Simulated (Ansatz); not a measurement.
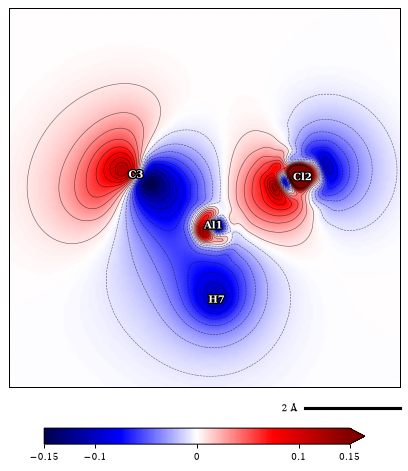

Figure 1: CH₄AlCl···H₂. The HOMO−1 on the plane of atoms Cl2, Al1 and C3 (values in Å⁻³ᐟ²; the overall sign is arbitrary).

All numbers below come from RKS PBE0-D4/def2-SVP (Ansatz 0.2.0).

Input file:

```
crystal:
  periodic: [false, false, false]
  atoms:
    - { symbol: Al, position_ang: [0.018262, -0.192859, 0.032617] }
    - { symbol: Cl, position_ang: [0.132253, -0.469999, 2.207858] }
    - { symbol: C, position_ang: [1.697768, -0.080608, -0.916928] }
    - { symbol: H, position_ang: [2.038168, -1.086312, -1.214358] }
    - { symbol: H, position_ang: [1.606403, 0.518918, -1.838927] }
    - { symbol: H, position_ang: [2.487196, 0.361326, -0.288956] }
    - { symbol: H, position_ang: [-1.432491, -0.173757, -0.586456] }
    - { symbol: H, position_ang: [0.014269, 2.459179, 0.782465] }
    - { symbol: H, position_ang: [0.02827, 1.929113, 1.271885] }
basis:
  gaussian: { orbitals: def2-SVP }
hamiltonian:
  xc: pbe0
  dispersion: d4
relax:
  f_tol: 0.03
  max_steps: 50
output:
  orbitals: {}
```

Command:

```sh
ansatz run input.yaml --threads 1 --pin off --max-ram 2048MiB --backend cpu --events-out ev --progress --plain --runs-dir out
```

The fields are those of the run's last geometry, not of the input's.

Q: Where does this orbital lie, and at what energy?

A: It lies mainly on Cl2 (about 85 %); largely a lone pair of Cl2. Its energy is −8.93 eV.
